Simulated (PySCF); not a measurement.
# [SiH3]− (SMILES [SiH3-]) at wB97X-V/6-31G

Aim: the energy change on altering one bond length of [SiH3]− at wB97X-V/6-31G, from 2 runs. The job is set up through a Python script.

The results are computed with PySCF 2.14.0.

6 further runs of the same task are left out: 6 set aside as unsound or not needed.

## 1. The structure to begin with

The species is [SiH3]− (4 atoms), meant as a singlet with charge -1. SMILES: `[SiH3-]`. The shape is that of a PBE0-D4/def2-TZVPD optimisation.

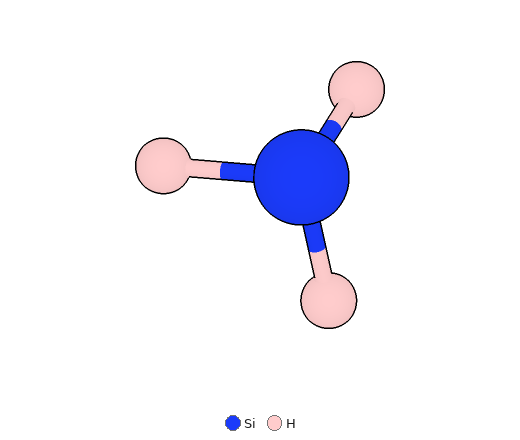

Viewed from a chosen angle; silicon blue, hydrogen pink.

## 2. The energy at wB97X-V/6-31G

The input, run.py:

```python
from pyscf import gto, dft

molecule = gto.M(
    atom='''
Si     1.019885    -0.095809    -0.568619
H      0.806157     1.175977     2.052054
H     -0.564083    -2.425841     0.201823
H     -1.261959     1.345863    -1.685258
''',
    max_memory=1860,
    spin=0,
    basis='6-31g',
    verbose=3,
    unit='bohr',
    charge=-1,
)

calc0 = dft.RKS(molecule)
calc0.xc = 'wb97x-v'
calc0.conv_tol = 1e-10
calc0.grids.level = 5
calc0.nlcgrids.level = 1
calc0.kernel()
if not calc0.converged:
    calc0 = calc0.newton().run(calc0.mo_coeff, calc0.mo_occ)

e_tot = calc0.e_tot
print('Final energy', e_tot)
```

Launch:

```console
$ OMP_NUM_THREADS=1 python run.py
```

Log:

```text
converged SCF energy = -291.169751404689
Final energy -291.1697514046887
```

Wall time 7.8 s (1 thread of Arm Neoverse V2, shared host); peak memory 0.18 GiB.

## 3. The distorted shape

The input, run.py:

```python
from pyscf import gto, dft

system = gto.M(
    atom='''
Si       1.143471      -0.432163      -0.005440
H        1.030371       0.240837       1.381360
H        0.305271      -1.665163       0.402260
H       -0.667800       0.712200      -0.891800
''',
    charge=-1,
    basis='6-31g',
    max_memory=1860,
    verbose=3,
)

mf = dft.RKS(system)
mf.xc = 'wb97x-v'
mf.grids.level = 5
mf.nlcgrids.level = 1
mf.conv_tol = 1e-10
mf.kernel()
if not mf.converged:
    mf = mf.newton().run(mf.mo_coeff, mf.mo_occ)

e_tot = mf.e_tot
print('Final energy', e_tot)
```

Launch:

```console
$ OMP_NUM_THREADS=1 python run.py
```

Log:

```text
converged SCF energy = -291.119112136776
Final energy -291.11911213677627
```

Run time: 8.4 s. Hardware: 1 thread of Arm Neoverse V2, shared host; peak memory 0.18 GiB.

## 4. What came out

At wB97X-V/6-31G:

| quantity | value |
| --- | --- |
| first shape: total energy | -291.16975 Eh |
| first shape: HOMO energy | -1.46 eV |
| first shape: LUMO energy | 9.27 eV |
| first shape: HOMO–LUMO gap (to an unbound level, set by the basis) | 10.73 eV |
| distorted shape: total energy | -291.11911 Eh |
| distorted shape: HOMO energy | -2.07 eV |
| distorted shape: LUMO energy | 6.92 eV |
| distorted shape: HOMO–LUMO gap (to an unbound level, set by the basis) | 9.00 eV |
| energy change with the Si1–H4 bond stretched from 1.546 to 2.319 Å | 1.378 eV |

In words: With the Si1–H4 bond stretched from 1.546 to 2.319 Å the energy rises by 1.38 eV (32 kcal/mol). The first shape isn't relaxed at this level, so the change isn't measured from a minimum.
